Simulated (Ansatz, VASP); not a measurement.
## Ir (Iridium) in two plane-wave programs

One calculation is typed for both programs; each brings its own data sets and cutoff. How far apart do they land?

Calculated with Ansatz 0.2.0; plane waves, with VASP 6.6.1 beside it; relaxation of cell and atoms at PBEsol.

The database entry behind the starting cell differs from later determinations by our own check (0.1 to 0.3 % short, probably kX units), so it need not match the best structure at ambient conditions.

## (1) Starting point

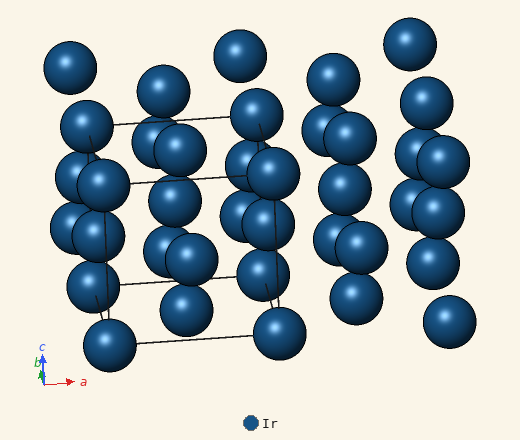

The starting structure, seen slightly off an axis (iridium blue). 2×2×1 cells are drawn. This picture shows the conventional cell, with its axes. Some periodic images of atoms are drawn too.

## (2) Ansatz: relaxation of cell and atoms, PBEsol

Ansatz runs on its default PAW (the set named soft_2) files.

The relaxed volume is the usual yardstick between codes: its relative difference is about their pressure difference at one cell divided by the bulk modulus.

Contents of input.yaml:

```yaml
crystal:
  lattice:
    - [0.0, 1.9156, 1.9156]
    - [1.9156, 0.0, 1.9156]
    - [1.9156, 1.9156, 0.0]
  atoms:
    - { symbol: Ir, position: [0.0, 0.0, 0.0] }
hamiltonian:
  xc: pbesol
  pseudopotentials: { kind: paw }
kpoints:
  mp_grid: { grid: [12, 12, 12] }
scf:
  occupations: { method: fermi_dirac, width: 0.05 }
relax:
  f_tol: 0.01
  max_steps: 60
  cell: { stress_tol: 0.05 }
output:
  forces: true
  stress: true
```

Launch:

```sh
$ ansatz run input.yaml --threads 4 --pin off --max-ram 9216MiB --backend cpu --events-out ev --progress --plain --runs-dir out
```

Numbers of over 12 decimals in the logs are rounded to 6 here.

What it wrote:

```text
Engine: ansatz 0.2.0, aarch64-unknown-linux-gnu
Pseudopotentials: kind: paw
Pseudopotential: Ir, paw, valence charge 17, recommended cutoff 420 eV (normal), Ir.paw.azcp
Functional definition: PBEsol
  exchange = pbesol_x
  correlation = pbesol_c
Crystal: 1 atoms, lattice volume = 14.059 Å³
Basis set: ecut = 420 eV, 283 PW (Γ), exchange–correlation on 40×40×40 points (8 copies of the dense FFT grid, shifted against one another)
Bands: 13, of which v1, the nominal top of the filled ones, is band 9 counted from 1 (8 counted from 0)
Symmetry: 48 space group operations
Space group: Fm-3m (ITA 225), of the structure as read, at distance tolerance 2.4e-5 Å
k-points: 72 of 1728
Non-local potential: Ir, projectors of the file, l = 0: 3, l = 1: 2, l = 2: 2, l = 3: 1
PAW form: soft (Blöchl's): semilocal exchange-correlation on the pseudo side does not see the compensation charge
PAW frozen core: Ir, regenerated for the run's functional, and the local potential with it (the file was generated under x = pbe(κ = 0.804, μ = 0.219515), c = pbe(β = 0.066725))
PAW one-centre angular grid: Ir, 590 points (default); XC on 64 Gauss nodes
Initial density: superposition of atomic densities (neutral atoms: chi_scale 0, normalization atom), corrected by the library's trained network
Initial wavefunctions: pseudopotential atomic-orbital guess
Functional: x = pbesol(κ = 0.804, μ = 0.123457), c = pbesol(β = 0.046)
SCF iter   1: F=—  HF=-11799.056607 eV  |F-HF|=—  |Δ(HF+E_count)|=         —  Δρ=6.25e-3  dr2=2.36e-3  ethr=1.77e-3  ⟨swp⟩=5.2  Hψ=4844  notcnv=0
preconditioner: auto → none  [metal: Δε(μ)=0.023 eV  Ē_g=14.293 eV  σ=0.050 eV  W_gap=0.11  n_scr=0 (ndim 8)  ℏωp=29.7 eV  f_vac=0.000  D(μ)=0.56/eV (n_scr^D=0)]
SCF iter   2: F=—  HF=-11799.055938 eV  |F-HF|=—  |Δ(HF+E_count)|=   6.69e-4  Δρ=2.57e-3  dr2=1.52e-4  ethr=1.39e-5  ⟨swp⟩=2.4  Hψ=1954  notcnv=0
SCF iter   3: F=—  HF=-11799.056048 eV  |F-HF|=—  |Δ(HF+E_count)|=   1.10e-4  Δρ=1.07e-3  dr2=2.55e-5  ethr=8.92e-7  ⟨swp⟩=1.0  Hψ=938  notcnv=0
SCF iter   4: F=—  HF=-11799.056072 eV  |F-HF|=—  |Δ(HF+E_count)|=   2.34e-5  Δρ=5.44e-5  dr2=1.24e-7  ethr=1.50e-7  ⟨swp⟩=1.9  Hψ=1238  notcnv=0
iter 5 did not close the SCF: its close was put off for the readings that it lacked (scf_convergence_deferred on its scf_iter line)
SCF iter   5: F=-11799.056072 eV  HF=-11799.056072 eV  |F-HF|=6.22e-9  |Δ(HF+E_count)|=   5.40e-8  Δρ=7.85e-6  dr2=8.20e-9  ethr=7.32e-10  ⟨swp⟩=2.3  Hψ=1359  notcnv=0
SCF iter   6: F=-11799.056072 eV  HF=-11799.056072 eV  |F-HF|=1.27e-10  |Δ(HF+E_count)|=   2.82e-9  Δρ=1.24e-6  dr2=1.88e-10  ethr=4.82e-11  ⟨swp⟩=2.0  Hψ=2788  notcnv=0
SCF 1 converged in 6 iterations: F = -11799.056072 eV  dr2 = 1.88e-10
  greatest PAW one-centre occupation: 1.000 electrons in one spin orbital (limit 2), on the Ir atom at site 0 (counted from 0), in its partial waves of l = 0
relax step   1: F+E_penalty+E_count = -11799.05607173 eV  Δ(F+E_penalty+E_count) = +0.000e0 eV  max|allowed force component| = 0.000e0 eV/Å  Δτ_max = 0.0000 Å  P = -0.683 GPa  Ω = 14.059 Å³  (6 SCF iters, dr2 threshold 1.00e-7 eV, accepted)
[...]
relax step   2: F+E_penalty+E_count = -11799.05598425 eV  Δ(F+E_penalty+E_count) = +8.748e-5 eV  max|allowed force component| = 0.000e0 eV/Å  Δτ_max = 0.0000 Å  P = +1.236 GPa  Ω = 13.989 Å³  energy of the carried Pulay correction = +2.980e-5 eV  (3 SCF iters, dr2 threshold 1.00e-7 eV, rejected (line search))
[...]
relax step   3: F+E_penalty+E_count = -11799.05613553 eV  Δ(F+E_penalty+E_count) = -6.380e-5 eV  max|allowed force component| = 0.000e0 eV/Å  Δτ_max = 0.0000 Å  P = -0.005 GPa  Ω = 14.034 Å³  energy of the carried Pulay correction = +1.062e-5 eV  (5 SCF iters, accepted)
[...]
relax step   4: F+E_penalty+E_count = -11799.05612277 eV  Δ(F+E_penalty+E_count) = +1.276e-5 eV  max|allowed force component| = 0.000e0 eV/Å  Δτ_max = 0.0000 Å  P = -0.003 GPa  Ω = 14.034 Å³  stress off target by 2.80e-3 GPa  SCF on the basis re-selected at this cell (its energy is not comparable with the rows above)  (4 SCF iters)
basis re-selected at this cell: Δ(F+E_penalty+E_count) = +1.276e-5 eV, ΔP = +0.002 GPa vs the last step (what re-selecting the basis moved, of the pressure what is left beyond the Pulay correction that the steps carried, after the strain that the cell walked since its last selection, with what the two solves' SCF thresholds leave and, on support functions, any second-order correction that the steps lacked; it is no measure of the basis error at this ecutwfc). This SCF's stress stands 2.80e-3 GPa from its target on what of the cell is left free (relax.cell.stress_tol is 5.00e-2 GPa) and its largest allowed force component is 0.00e0 eV/Å (relax.f_tol is 1.00e-2 eV/Å): [rest of the remark cut]
SCF converged after 4 iterations
Free energy (F): -11799.056123 eV
Harris-Foulkes:  -11799.056123 eV  (|F-HF|=5.46e-12)
Internal energy: -11799.051418 eV  (E = F + TS)
E sigma→0 (E₀):  -11799.053770 eV
Entropy (-TS):   -0.004705 eV (-4.705 meV/atom)
Fermi energy:    25.950616 eV
--- Per-component energies (eV) ---
  E_band       = -81.755710
  E_kinetic    = 623.490035
  E_local      = -1056.712942  (includes V_loc(G=0)·N_el)
  E_nonlocal   = 75.777462
  E_hartree    = 405.068041
  E_xc         = -266.699075
  E_vxc        = -299.960757  (∫ρ·V_xc dr)
  E_paw        = -9088.711401  (= ΣΔE_a)
  E_vpaw       = -234.485757  (= ΣTr[D̂ρ^β])
  E_aug_tail   = 0.000051  (compensation charges beyond the density's cutoff)
  E_ewald      = -2491.528874
  E_core_change = 0.265285  (= ΣΔE_core)
  E_smearing   = -0.004705  (= −TS)
  E_closure    = 0.000000  (closes the sum)
  Σ components = -11799.056123   (vs F -11799.056123, Δ=0.00e0)
--- Forces (eV/Å), atoms counted from 1 ---
  atom   1  Ir     0.00000000     0.00000000    -0.00000000
  max |Σ_I F_I| component: 1.69e-32 eV/Å
--- Stress (GPa, compression-positive) ---
       -0.002801      -0.000000      -0.000000
       -0.000000      -0.002801      -0.000000
       -0.000000      -0.000000      -0.002801
  P = ⅓ Tr σ = -0.0028 GPa (-0.028 kbar)
--- Relaxed structure (3 steps of the walk, 2 accepted, 1 SCFs on fresh bases) ---
  F+E_penalty+E_count = -11799.05612277 eV   max|allowed force component| = 0.000e0 eV/Å   (the final SCF, on the basis selected at the relaxed cell)
  cell:  # Å, volume = 14.0340 Å³
    - [0, 1.914476, 1.914476]
    - [1.914476, 0, 1.914476]
    - [1.914476, 1.914476, 0.0]
  atoms:
    - { symbol: Ir, position: [0.0, 0.0, 0.0] }
```

Wall time 0.92 s (4 threads of Arm Neoverse V2, shared host); peak memory 0.27 GiB.

## (3) VASP: relaxation of cell and atoms, PBEsol

The same cell, functional, mesh and smearing now go to VASP, with its own data sets and cutoff.

Lines of VASP's logs that name or quote its potential files are left out, and so is its time.

Contents of INCAR:

```
SYSTEM = Ir
PREC = Accurate
ENCUT = 520
EDIFF = 1E-06
NELM = 100
ISMEAR = -1
SIGMA = 0.05
LREAL = .FALSE.
ALGO = Normal
GGA = PS
NBANDS = 10
LORBIT = 11
LWAVE = .FALSE.
LCHARG = .FALSE.
KPAR = 2
IBRION = 2
NSW = 60
ISIF = 3
EDIFFG = -0.01
```

Contents of POSCAR:

```
Ir
1.0
    0.0000000000      1.9156000000      1.9156000000
    1.9156000000      0.0000000000      1.9156000000
    1.9156000000      1.9156000000      0.0000000000
Ir
1
Direct
    0.0000000000      0.0000000000      0.0000000000
```

Contents of KPOINTS:

```
Automatic mesh
0
Gamma
12 12 12
0 0 0
```

PAW data sets: Ir (PBE family, release 64).

Launch:

```sh
$ mpirun -np 2 vasp_std
```

What it wrote:

```text
[banner, memory and clock lines left out]
running    2 mpi-ranks, on    1 nodes
 distrk:  each k-point on    1 cores,    2 groups
 distr:  one band on    1 cores,    1 groups

 POSCAR found type information on POSCAR Ir
 POSCAR found :  1 types and       1 ions
|                                                                             |
|               ----> ADVICE to this user running VASP <----                  |
|                                                                             |
|     You enforced a specific xc type in the INCAR file but a different       |
|     [... a line on the potential file left out ...]
|     I HOPE YOU KNOW WHAT YOU ARE DOING!                                     |
|                                                                             |

 LDA part: xc-table for (Slater+PW92), standard interpolation
 POSCAR, INCAR and KPOINTS ok, starting setup
 FFT: planning ... GRIDC
 FFT: planning ... GRID_SOFT
 FFT: planning ... GRID
 WAVECAR not read
 entering main loop
       N       E                     dE             d eps       ncg     rms          rms(c)
DAV:   1     0.478039781712E+02    0.47804E+02   -0.42897E+03  1448   0.817E+02
DAV:   2    -0.957602030797E+01   -0.57380E+02   -0.54403E+02  1468   0.200E+02
DAV:   3    -0.104686231524E+02   -0.89260E+00   -0.89025E+00  1710   0.298E+01
DAV:   4    -0.104762496659E+02   -0.76265E-02   -0.76254E-02  1644   0.258E+00
DAV:   5    -0.104763968055E+02   -0.14714E-03   -0.14714E-03  1694   0.334E-01    0.160E+01
DAV:   6    -0.994478308167E+01    0.53161E+00   -0.92949E-01  1622   0.117E+01    0.628E+00
DAV:   7    -0.984700545554E+01    0.97778E-01   -0.28970E-01  1712   0.598E+00    0.144E+00
DAV:   8    -0.984561161625E+01    0.13938E-02   -0.20165E-03  1548   0.436E-01    0.128E+00
DAV:   9    -0.983983327070E+01    0.57783E-02   -0.29772E-03  1590   0.794E-01    0.457E-02
DAV:  10    -0.983980751953E+01    0.25751E-04   -0.29847E-05  2086   0.670E-02    0.298E-02
DAV:  11    -0.983980883218E+01   -0.13126E-05   -0.18516E-06  1550   0.101E-02    0.447E-03
DAV:  12    -0.983980888580E+01   -0.53627E-07   -0.38276E-08   768   0.227E-03
   1 F= -.98398089E+01 E0= -.98374301E+01  d E =-.983981E+01
 curvature:   0.00 expect dE= 0.000E+00 dE for cont linesearch  0.000E+00
 trial: gam= 0.00000 g(F)=  0.550E-64 g(S)=  0.101E-03 ort = 0.000E+00 (trialstep = 0.100E+01)
 search vector abs. value=  0.101E-03
 bond charge predicted
       N       E                     dE             d eps       ncg     rms          rms(c)
DAV:   1    -0.984038119698E+01   -0.57236E-03   -0.23965E-02  1578   0.222E+00    0.258E-01
DAV:   2    -0.983972921062E+01    0.65199E-03   -0.14685E-03  1580   0.471E-01    0.901E-02
DAV:   3    -0.983965645669E+01    0.72754E-04   -0.28042E-04  1720   0.183E-01    0.267E-02
DAV:   4    -0.983965575742E+01    0.69927E-06   -0.76550E-06  1678   0.267E-02
   2 F= -.98396558E+01 E0= -.98372609E+01  d E =0.153128E-03
 trial-energy change:    0.000153  1 .order    0.000142   -0.000101    0.000386
 step:   0.1875(harm=  0.2077)  dis= 0.00000  next Energy=    -9.839818 (dE=-0.941E-05)
 bond charge predicted
       N       E                     dE             d eps       ncg     rms          rms(c)
DAV:   1    -0.984029650299E+01   -0.64005E-03   -0.15897E-02  1574   0.180E+00    0.213E-01
DAV:   2    -0.983986278716E+01    0.43372E-03   -0.97045E-04  1578   0.384E-01    0.718E-02
DAV:   3    -0.983981731058E+01    0.45477E-04   -0.17940E-04  1726   0.146E-01    0.212E-02
DAV:   4    -0.983981840572E+01   -0.10951E-05   -0.51173E-06  1648   0.206E-02    0.147E-03
DAV:   5    -0.983981843317E+01   -0.27450E-07   -0.64904E-08   744   0.254E-03
   3 F= -.98398184E+01 E0= -.98374365E+01  d E =-.954736E-05
 curvature:  -0.10 expect dE=-0.318E-07 dE for cont linesearch -0.318E-07
 trial: gam=-0.05202 g(F)=  0.604E-64 g(S)=  0.307E-06 ort = 0.557E-05 (trialstep = 0.837E+00)
 search vector abs. value=  0.103E-08
 reached required accuracy - stopping structural energy minimisation
```

From OUTCAR (step 3):

```text
ion  position               nearest neighbor table
   1  0.000  0.000  0.000-

  LATTYP: Found a face centered cubic cell.
 ALAT       =     3.8312000000

 Subroutine GETGRP returns: Found 48 space group operations
 (whereof 48 operations were pure point group operations)

The static configuration has the point symmetry O_h .

 Found     72 irreducible k-points:

   k-points           NKPTS =     72   k-points in BZ     NKDIM =     72   number of bands    NBANDS=     10

   dimension x,y,z NGX =    20 NGY =   20 NGZ =   20
   dimension x,y,z NGXF=    40 NGYF=   40 NGZF=   40

   ENCUT  =  520.0 eV  38.22 Ry    6.18 a.u.   5.04  5.04  5.04*2*pi/ulx,y,z

   NELECT =       9.0000    total number of electrons

 k-points in reciprocal lattice and weights: Automatic mesh
   0.00000000  0.00000000  0.00000000       0.001
   0.08333333  0.00000000  0.00000000       0.005
   0.16666667  0.00000000  0.00000000       0.005
   0.25000000  0.00000000  0.00000000       0.005
   0.33333333  0.00000000  0.00000000       0.005
   0.41666667  0.00000000  0.00000000       0.005
   0.50000000  0.00000000  0.00000000       0.002
   0.08333333  0.08333333  0.00000000       0.003
   0.16666667  0.08333333  0.00000000       0.014
[...]
-0.33333333  0.50000000  0.16666667       0.007
  -0.25000000  0.50000000  0.25000000       0.003

 average (electrostatic) potential at core
       1 -48.5233

 E-fermi :  10.3777

 k-point     1 :       0.0000    0.0000    0.0000
  band No.  band energies     occupation
    ...
      2       6.4012      2.00000
      3       6.4012      2.00000
      4       6.4012      2.00000
      5       9.1458      2.00000
      6       9.1458      2.00000
      7      24.6547      0.00000
      8      30.2563      0.00000
      9      30.2563      0.00000
     10      30.2563      0.00000

 k-point     2 :       0.0833    0.0000    0.0000
  band No.  band energies     occupation
    ...
      2       6.2401      2.00000
      3       6.5325      2.00000
      4       6.5325      2.00000
      5       9.0635      2.00000
      6       9.0635      2.00000
      7      25.1835      0.00000
      8      28.8011      0.00000
      9      30.7658      0.00000
     10      30.7658      0.00000

 k-point     3 :       0.1667    0.0000    0.0000
  band No.  band energies     occupation
    ...
      2       5.9153      2.00000
      3       6.8005      2.00000
      4       6.8005      2.00000
      5       8.9837      2.00000
      6       8.9837      2.00000
      7      26.2390      0.00000
      8      26.6883      0.00000
      9      32.1876      0.00000
     10      32.1876      0.00000

  Total        0.0014553      0.0014553      0.0014553      0.0000000      0.0000000      0.0000000
  in kB        0.1657309      0.1657309      0.1657309      0.0000000      0.0000000      0.0000000
  external PRESSURE =       0.1657309 kB  Pullay stress =       0.0000000 kB

  energy-cutoff  :      520.00
  volume of cell :       14.07
      direct lattice vectors                 reciprocal lattice vectors
     0.000000000  1.916058058  1.916058058    -0.260952427  0.260952427  0.260952427
     1.916058058 -0.000000000  1.916058058     0.260952427 -0.260952427  0.260952427
     1.916058058  1.916058058 -0.000000000     0.260952427  0.260952427 -0.260952427

 POSITION                                       TOTAL-FORCE (eV/Angst)
 -----------------------------------------------------------------------------------
      0.00000      0.00000      0.00000         0.000000      0.000000     -0.000000
 -----------------------------------------------------------------------------------
    total drift:                               -0.000000     -0.000000     -0.000000

  FREE ENERGIE OF THE ION-ELECTRON SYSTEM (eV)
  ---------------------------------------------------
  free  energy   TOTEN  =        -9.8398184332 eV

  energy  without entropy=       -9.8350546027  energy(sigma->0) =       -9.83743652

 reached required accuracy - stopping structural energy minimisation

 total charge
# of ion       s       p       d       tot
------------------------------------------
    1        0.674   0.749   6.981   8.404

[... 3 further parts left out ...]
```

This run has no spin polarisation. Its electron count is odd, so without a moment it is a metal by construction. The run keeps the 48 symmetry operations of its start, so it cannot find a distortion of lower symmetry.

## (4) Differences

Known differences besides the PAW data sets themselves: both relaxations stop at a tolerance, which leaves soft axes loose, and VASP keeps its plane-wave basis; the data sets hold 17 valence electrons in Ansatz (default PAW (the set named soft_2) files) and 9 in VASP; the cutoff is 420 eV in Ansatz and 520 eV in VASP; Ansatz makes its cores anew for this functional, VASP keeps those of its PBE data sets; VASP leaves aspherical gradient terms in its spheres out (LASPH is not set), Ansatz keeps them; Ansatz adds a Pulay correction to the stress that steers its cell, VASP none. Total energies have different zeros and are not compared.

The two programs side by side:

| quantity | Ansatz | VASP | difference |
| --- | --- | --- | --- |
| volume (Å³) | 14.03 | 14.07 | -0.25 % |
| edge a after relaxation, in the typed setting (Å) | 2.708 | 2.710 | -0.08 % |

The walks stopped with 0.00 GPa left in Ansatz and 0.02 GPa in VASP; each walk ends within a tolerance, so the volume difference is uncertain by about these residues over the bulk modulus, most in soft cells.

## (5) Outcome

```json
{
 "difference in volume (relaxation of cell and atoms, PBEsol)": "-0.25 %"
}
```

The difference in volume is -0.25 % (relaxation of cell and atoms, PBEsol), within the 1.2 % picked in this series as the mark of a large difference, as far as the stopping tolerances let one tell. How closely two codes agree says nothing of how well the functional describes the real material.

[Lines on the potential files, build, host, timing and source positions are cut from VASP's logs without a mark.]

[Logs are printed without paths, hosts, clocks, repeated set-up lines and the standing remarks that a program may print on its own settings, such as how far it seeks lower states.]

[Hosts, paths, dates, database ids (printed as entryN), source tags and the programs' standing remarks are cut or masked in the printed files.]
